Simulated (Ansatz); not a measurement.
**C2H8SSn: geometry relaxation**

- system: C2H8SSn
- method: RKS B3LYP-D4/def2-SVP (Ansatz 0.2.0)

It belongs to a series of runs on one base structure; here: end point A relaxed.

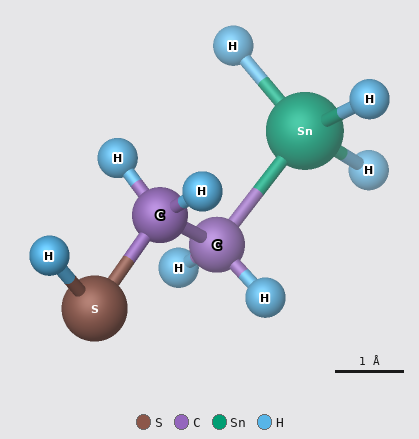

*The starting structure (ball-and-stick view, seen at a tilt). Sticks mark near contacts.*

Bond lengths as drawn: C–C 1.50 Å, C–H 1.05 to 1.12 Å, C–S 1.78 Å, C–Sn 2.25 Å, H–S 1.46 Å and H–Sn 1.72 to 1.73 Å.

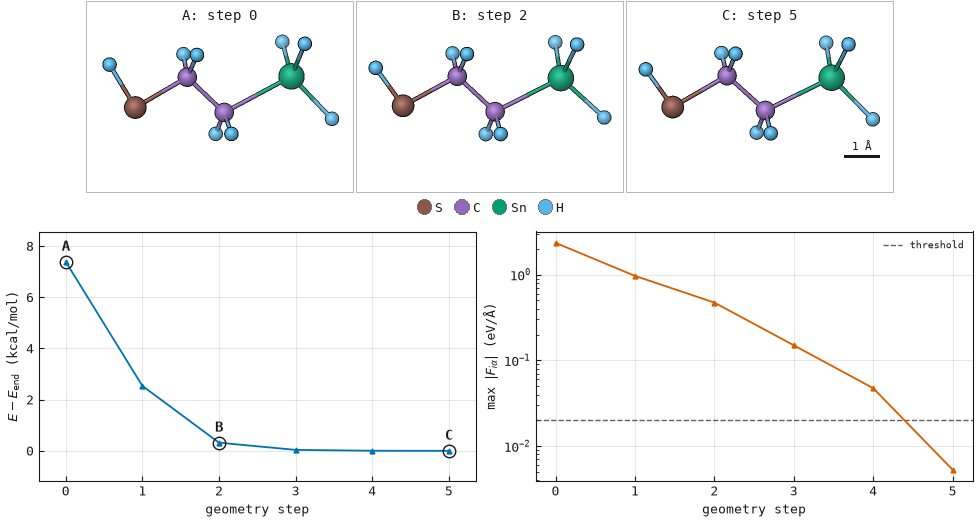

*Frames of the relaxation (ball-and-stick view, seen at a tilt) above the curves, on which the letters mark them (the first geometry is step 0 here and step 1 in the log).*

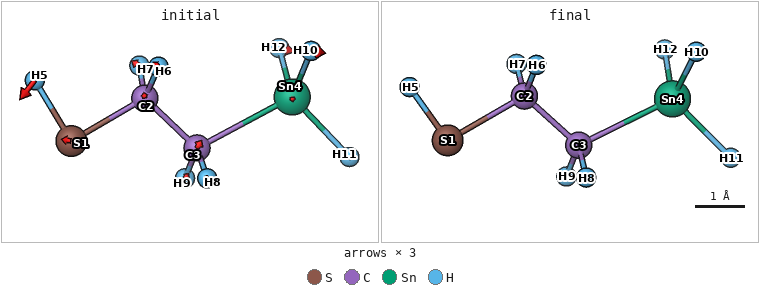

*Before (left) and after (right) the relaxation, at one scale (ball-and-stick view, seen at a tilt). The red arrows give the displacements, magnified 3 times.*

H5 moves most after the best rigid fit: 0.18 Å. By element the largest moves are H 0.18 Å, S 0.08 Å, C 0.07 Å, Sn 0.04 Å. Among the contacts that change: S1–H5 1.459 → 1.354 Å, S1–C2 1.778 → 1.849 Å, C3–Sn4 2.245 → 2.183 Å, C3–H9 1.052 → 1.102 Å. Among the angles that change: C2–S1–H5 92.0° → 97.0°, C2–C3–Sn4 109.6° → 113.0°, Sn4–C3–H8 103.9° → 107.3°. The energy falls by 7.39 kcal/mol in 5 geometry steps. Largest force component: 2.3 eV/Å at the start, 0.0053 eV/Å at the end. (Atoms are counted from 1 in the order of the input.)

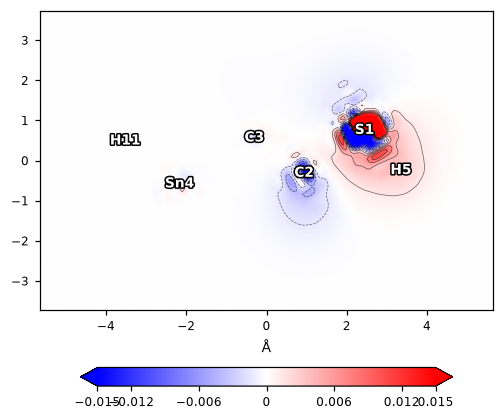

*The HOMO on the plane of atoms C3, Sn4 and H11 (values in Å⁻³ᐟ²; the overall sign is arbitrary).*

Its energy is −6.33 eV.

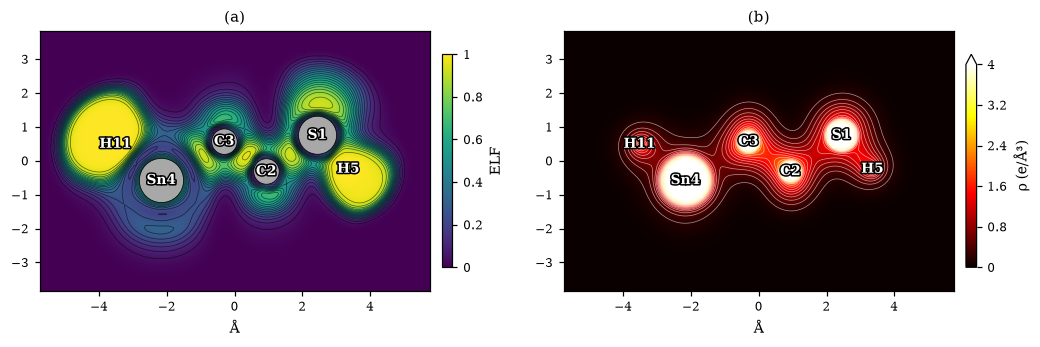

*(a) ELF; (b) electron density on the plane of atoms S1, C2 and C3. Grey discs, where drawn, cover atomic cores.*

Atoms in the plane: S, C, Sn and H. C–C (1.52 Å): ρ at the midpoint is about 1.6 e/Å³; the ELF peaks at about 0.95 between the atoms (a shared electron pair). C–S (1.85 Å): ρ is about 1.2 e/Å³ halfway; the ELF peaks at about 0.95 between the atoms, which marks a covalent bond. C–Sn (2.18 Å): ρ at the midpoint is about 0.65 e/Å³; the ELF peaks at about 0.90 in the valence shell of C, 0.7 Å from its nucleus, and drops to about 0.20 between the two atoms. Sn–H (1.72 Å): ρ is about 1.1 e/Å³ halfway, with its minimum of 0.71 e/Å³ about 1.1 Å from Sn; the ELF climbs to about 1 towards the hydrogen.

The input that produced these results follows, with the program's output.

## The input
```yaml
crystal:
  periodic: [false, false, false]
  atoms:
    - { symbol: S, position_ang: [-2.5741, 0.4109, 0.7971] }
    - { symbol: C, position_ang: [-0.924, 0.6125, 0.166] }
    - { symbol: C, position_ang: [-0.2451, -0.7289, 0.2179] }
    - { symbol: Sn, position_ang: [1.8719, -0.5295, -0.5026] }
    - { symbol: H, position_ang: [-2.8952, 1.8123, 0.5505] }
    - { symbol: H, position_ang: [-0.3763, 1.3722, 0.7887] }
    - { symbol: H, position_ang: [-0.9216, 0.9767, -0.8798] }
    - { symbol: H, position_ang: [-0.1383, -1.0753, 1.2745] }
    - { symbol: H, position_ang: [-0.7456, -1.4574, -0.3517] }
    - { symbol: H, position_ang: [2.6632, 0.6217, 0.5104] }
    - { symbol: H, position_ang: [2.5862, -2.0955, -0.3961] }
    - { symbol: H, position_ang: [1.7759, 0.0252, -2.141] }
basis:
  gaussian: { orbitals: def2-SVP }
hamiltonian:
  xc: b3lyp
  dispersion: d4
relax:
  f_tol: 0.02
  max_steps: 50
output:
  orbitals: {}
```

Launched with:
```bash
ansatz run input.yaml --threads 2 --pin off --max-ram 3072MiB --backend cpu --events-out ev --progress --plain --runs-dir out
```

## The program's output
```
The last accepted step is kept in [file] (removed where the run ends without a failure and the disk answers)
Engine: ansatz 0.2.0, aarch64-unknown-linux-gnu
Functional definition: B3LYP
  parameter a0 = 0.2
  parameter ax = 0.72
  parameter ac = 0.81
  exchange = (1 - a0 - ax)*slater_x + ax*b88_x + a0*exact_x
  correlation = (1 - ac)*vwn_rpa_c + ac*lyp_c
1316 factors; integrals over basis functions are off by at most 3.8e-4 eV
mean field evaluation 1: about -18860.6683 eV, gradient 5.1e1 eV
mean field evaluation 2: about -18850.6187 eV, gradient 7.7e1 eV
mean field evaluation 4: about -18867.5610 eV, gradient 1.7e0 eV
mean field evaluation 8: about -18867.5882 eV, gradient 6.1e-2 eV
mean field evaluation 16: about -18867.5883 eV, gradient 1.7e-5 eV
mean field -18867.58825220 eV, -693.3710793576 hartree, gradient 1.7e-5 eV, S^2 0.000000; 0 other end points of the search recorded, 0 dependent functions left out
the calculation of the forces begins
reference -18867.58853698 eV, -693.3710898230 hartree; 29, 29 occupied and 83, 83 virtual orbitals, 1316 factors
relax step   1: F+E_penalty+E_count = -18868.01810325 eV  Δ(F+E_penalty+E_count) = +0.000e0 eV  max|allowed force component| = 2.347e0 eV/Å  Δτ_max = 0.0000 Å  (26 SCF iters, accepted)
these checks for a lower state are left out or cut short: starts, cluster_reference, orbital_swaps, neighbouring_geometries, increment
1316 factors; integrals over basis functions are off by at most 3.9e-4 eV
mean field -18867.80549220 eV, -693.3790627806 hartree, gradient 7.4e-6 eV, S^2 0.000000; 0 other end points of the search recorded, 0 dependent functions left out
the calculation of the forces begins
reference -18867.80578289 eV, -693.3790734631 hartree; 29, 29 occupied and 83, 83 virtual orbitals, 1316 factors
relax step   2: F+E_penalty+E_count = -18868.22839131 eV  Δ(F+E_penalty+E_count) = -2.103e-1 eV  max|allowed force component| = 9.669e-1 eV/Å  Δτ_max = 0.1916 Å  (28 SCF iters, accepted)
these checks for a lower state are left out or cut short: starts, cluster_reference, orbital_swaps, neighbouring_geometries, increment
1316 factors; integrals over basis functions are off by at most 3.9e-4 eV
mean field -18867.89863497 eV, -693.3824857142 hartree, gradient 4.9e-6 eV, S^2 0.000000; 0 other end points of the search recorded, 0 dependent functions left out
the calculation of the forces begins
reference -18867.89892465 eV, -693.3824963596 hartree; 29, 29 occupied and 83, 83 virtual orbitals, 1316 factors
relax step   3: F+E_penalty+E_count = -18868.32465507 eV  Δ(F+E_penalty+E_count) = -9.626e-2 eV  max|allowed force component| = 4.721e-1 eV/Å  Δτ_max = 0.0865 Å  (28 SCF iters, accepted)
these checks for a lower state are left out or cut short: starts, cluster_reference, orbital_swaps, neighbouring_geometries, increment
1316 factors; integrals over basis functions are off by at most 3.9e-4 eV
mean field evaluation 32: about -18867.8948 eV, gradient 1.3e-2 eV
mean field -18867.91183764 eV, -693.3829709034 hartree, gradient 8.6e-5 eV, S^2 0.000000; 0 other end points of the search recorded, 0 dependent functions left out
the calculation of the forces begins
reference -18867.91212768 eV, -693.3829815620 hartree; 29, 29 occupied and 83, 83 virtual orbitals, 1316 factors
relax step   4: F+E_penalty+E_count = -18868.33683686 eV  Δ(F+E_penalty+E_count) = -1.218e-2 eV  max|allowed force component| = 1.499e-1 eV/Å  Δτ_max = 0.0704 Å  (25 SCF iters, accepted)
these checks for a lower state are left out or cut short: starts, cluster_reference, orbital_swaps, neighbouring_geometries, increment
1316 factors; integrals over basis functions are off by at most 3.9e-4 eV
mean field -18867.91421550 eV, -693.3830582880 hartree, gradient 2.5e-5 eV, S^2 0.000000; 0 other end points of the search recorded, 0 dependent functions left out
the calculation of the forces begins
reference -18867.91450585 eV, -693.3830689583 hartree; 29, 29 occupied and 83, 83 virtual orbitals, 1316 factors
relax step   5: F+E_penalty+E_count = -18868.33828643 eV  Δ(F+E_penalty+E_count) = -1.450e-3 eV  max|allowed force component| = 4.736e-2 eV/Å  Δτ_max = 0.0121 Å  (23 SCF iters, accepted)
these checks for a lower state are left out or cut short: starts, cluster_reference, orbital_swaps, neighbouring_geometries, increment
1316 factors; integrals over basis functions are off by at most 3.9e-4 eV
mean field -18867.91460862 eV, -693.3830727348 hartree, gradient 8.2e-6 eV, S^2 0.000000; 0 other end points of the search recorded, 0 dependent functions left out
the calculation of the forces begins
reference -18867.91489912 eV, -693.3830834107 hartree; 29, 29 occupied and 83, 83 virtual orbitals, 1316 factors
relax step   6: F+E_penalty+E_count = -18868.33843732 eV  Δ(F+E_penalty+E_count) = -1.509e-4 eV  max|allowed force component| = 5.308e-3 eV/Å  Δτ_max = 0.0058 Å  (22 SCF iters, accepted)
1316 factors; integrals over basis functions are off by at most 3.9e-4 eV
mean field evaluation 64: about -18867.9146 eV, gradient 9.0e-6 eV
mean field -18867.91460862 eV, -693.3830727348 hartree, gradient 8.2e-6 eV, S^2 0.000000; 1 other end points of the search recorded, 0 dependent functions left out
the calculation of the forces begins
reference -18867.91489912 eV, -693.3830834107 hartree; 29, 29 occupied and 83, 83 virtual orbitals, 1316 factors
Total energy: -18868.33872782 eV, -693.3986588282 hartree
Atom 0 at    -2.640824     0.448435     0.795740 Å, force    -0.002601     0.001570     0.000217 eV/Å
Atom 1 at    -0.916863     0.657458     0.161383 Å, force    -0.002324    -0.001858     0.001676 eV/Å
Atom 2 at    -0.191509    -0.679147     0.226962 Å, force    -0.000420     0.003188    -0.000846 eV/Å
Atom 3 at     1.865532    -0.568539    -0.495944 Å, force     0.005308    -0.001357    -0.001643 eV/Å
Atom 4 at    -3.034996     1.733178     0.628757 Å, force     0.000786    -0.000676    -0.000034 eV/Å
Atom 5 at    -0.405397     1.415985     0.774026 Å, force     0.001045     0.001756     0.002139 eV/Å
Atom 6 at    -0.964730     1.031481    -0.873074 Å, force    -0.000731     0.000497    -0.002448 eV/Å
Atom 7 at    -0.154579    -1.056046     1.261550 Å, force     0.000418    -0.000570     0.003650 eV/Å
Atom 8 at    -0.711124    -1.438368    -0.379132 Å, force    -0.000941    -0.002558    -0.002851 eV/Å
Atom 9 at     2.753013     0.554585     0.461275 Å, force    -0.000259     0.000723     0.000048 eV/Å
Atom 10 at     2.605436    -2.118027    -0.394078 Å, force     0.000218    -0.001152     0.000226 eV/Å
Atom 11 at     1.873040    -0.036094    -2.133565 Å, force    -0.000500     0.000437    -0.000135 eV/Å
Dipole moment:     0.119022     0.146440    -0.074869 e Å
```

## Trajectory as extended XYZ (Å, eV, eV/Å), 6 frames, from step=1 to step=6
```
12
Properties=species:S:1:pos:R:3:forces:R:3 step=1 energy=-18868.01810
S    -2.5741    0.4109    0.7971   -1.5681   2.3468  -0.1406
C    -0.9240    0.6125    0.1660    1.2522   0.5385  -0.1762
C    -0.2451   -0.7289    0.2179    2.2819   1.0186   1.4797
Sn    1.8719   -0.5295   -0.5026   -0.8120  -0.2477   0.0791
H    -2.8952    1.8123    0.5505    0.0390  -1.9686   0.4956
H    -0.3763    1.3722    0.7887   -0.2625  -0.4709  -0.4196
H    -0.9216    0.9767   -0.8798   -0.1996   0.0774   0.1699
H    -0.1383   -1.0753    1.2745   -0.2014  -0.0061  -0.4809
H    -0.7456   -1.4574   -0.3517   -0.8369  -1.3084  -0.9902
H     2.6632    0.6217    0.5104    0.0273  -0.0731  -0.0978
H     2.5862   -2.0955   -0.3961    0.1241   0.1243  -0.0526
H     1.7759    0.0252   -2.1410    0.1559  -0.0308   0.1335
12
Properties=species:S:1:pos:R:3:forces:R:3 step=2 energy=-18868.22839
S    -2.6494    0.5000    0.7797   -0.9669   0.3302   0.2050
C    -0.9439    0.6361    0.1894    0.9069   0.8056  -0.3665
C    -0.2039   -0.6895    0.2644   -0.0450  -0.1739   0.3380
Sn    1.8264   -0.6155   -0.5134    0.5327   0.2918   0.0568
H    -3.0806    1.8112    0.5990    0.4934  -0.7740   0.0374
H    -0.4130    1.3985    0.7944   -0.0923  -0.1475  -0.0857
H    -0.9440    1.0100   -0.8497   -0.0478  -0.0340   0.0404
H    -0.1829   -1.0690    1.3071    0.0764   0.0116  -0.2909
H    -0.6697   -1.4445   -0.3665   -0.4688  -0.3244  -0.0796
H     2.6955    0.5277    0.4310    0.0666   0.0692   0.0900
H     2.7314   -2.0887   -0.4674   -0.2650  -0.0059   0.0625
H     1.9111   -0.0314   -2.1342   -0.1901  -0.0488  -0.0074
12
Properties=species:S:1:pos:R:3:forces:R:3 step=3 energy=-18868.32466
S    -2.6207    0.4797    0.7912   -0.4721   0.1130   0.1374
C    -0.9159    0.6391    0.1631    0.4084   0.2547  -0.1978
C    -0.2116   -0.7094    0.2326   -0.0011  -0.0402   0.1284
Sn    1.8403   -0.5698   -0.4905    0.1782  -0.0064  -0.0702
H    -3.0248    1.7711    0.6116    0.1586  -0.2334   0.0042
H    -0.3698    1.3902    0.7603   -0.0681  -0.0473   0.0062
H    -0.9391    1.0096   -0.8758   -0.0518  -0.0313   0.0309
H    -0.1600   -1.0723    1.2745   -0.0443  -0.0027  -0.0913
H    -0.7468   -1.4684   -0.3617    0.0467   0.0136   0.0177
H     2.7129    0.5679    0.4693   -0.0481  -0.0185   0.0080
H     2.6588   -2.0851   -0.4205   -0.0705   0.0107   0.0164
H     1.8537   -0.0077   -2.1203   -0.0360  -0.0122   0.0100
12
Properties=species:S:1:pos:R:3:forces:R:3 step=4 energy=-18868.33684
S    -2.6273    0.4501    0.7931   -0.1499  -0.0379   0.0602
C    -0.9127    0.6588    0.1598    0.1256   0.0054  -0.0422
C    -0.1914   -0.6834    0.2277   -0.0370   0.0491   0.0012
Sn    1.8600   -0.5693   -0.4944    0.0421   0.0222  -0.0202
H    -3.0390    1.7295    0.6286    0.0292   0.0136  -0.0126
H    -0.3946    1.4173    0.7688   -0.0126  -0.0266   0.0002
H    -0.9558    1.0328   -0.8759   -0.0042  -0.0238   0.0161
H    -0.1518   -1.0585    1.2636   -0.0233   0.0070  -0.0207
H    -0.7117   -1.4423   -0.3794   -0.0041   0.0164   0.0232
H     2.7388    0.5575    0.4668    0.0081  -0.0042  -0.0052
H     2.6014   -2.1162   -0.3943    0.0180  -0.0178  -0.0019
H     1.8611   -0.0315   -2.1305    0.0080  -0.0034   0.0018
12
Properties=species:S:1:pos:R:3:forces:R:3 step=5 energy=-18868.33829
S    -2.6390    0.4495    0.7960   -0.0025  -0.0008   0.0006
C    -0.9153    0.6567    0.1612    0.0221   0.0068  -0.0118
C    -0.1902   -0.6805    0.2267   -0.0474   0.0076   0.0173
Sn    1.8648   -0.5685   -0.4959    0.0176  -0.0044  -0.0044
H    -3.0360    1.7334    0.6279    0.0111  -0.0038  -0.0026
H    -0.4007    1.4142    0.7729   -0.0124   0.0041   0.0014
H    -0.9608    1.0292   -0.8741   -0.0123   0.0064   0.0051
H    -0.1551   -1.0554    1.2623    0.0059  -0.0109  -0.0057
H    -0.7126   -1.4382   -0.3792    0.0101  -0.0075   0.0041
H     2.7480    0.5564    0.4637    0.0025  -0.0032  -0.0047
H     2.6058   -2.1180   -0.3945    0.0004   0.0074  -0.0021
H     1.8680   -0.0338   -2.1330    0.0048  -0.0017   0.0027
12
Properties=species:S:1:pos:R:3:forces:R:3 step=6 energy=-18868.33844
S    -2.6408    0.4484    0.7957   -0.0026   0.0016   0.0002
C    -0.9169    0.6575    0.1614   -0.0023  -0.0019   0.0017
C    -0.1915   -0.6791    0.2270   -0.0004   0.0032  -0.0008
Sn    1.8655   -0.5685   -0.4959    0.0053  -0.0014  -0.0016
H    -3.0350    1.7332    0.6288    0.0008  -0.0007   0.0000
H    -0.4054    1.4160    0.7740    0.0010   0.0018   0.0021
H    -0.9647    1.0315   -0.8731   -0.0007   0.0005  -0.0024
H    -0.1546   -1.0560    1.2615    0.0004  -0.0006   0.0037
H    -0.7111   -1.4384   -0.3791   -0.0009  -0.0026  -0.0029
H     2.7530    0.5546    0.4613   -0.0003   0.0007   0.0000
H     2.6054   -2.1180   -0.3941    0.0002  -0.0012   0.0002
H     1.8730   -0.0361   -2.1336   -0.0005   0.0004  -0.0001
```

## Results in brief

| quantity | value |
| --- | --- |
| outcome | converged |
| total energy | −18868.3387 eV |
| mean-field energy | −18867.9149 eV |
| largest force (length of the vector) at the end | 0.006 eV/Å |
| hardware | 2 threads of Arm Neoverse V1, 24 GiB of memory available, shared host |
| wall time | 28 s (CPU time 54 s) |
| peak memory | 0.28 GiB |
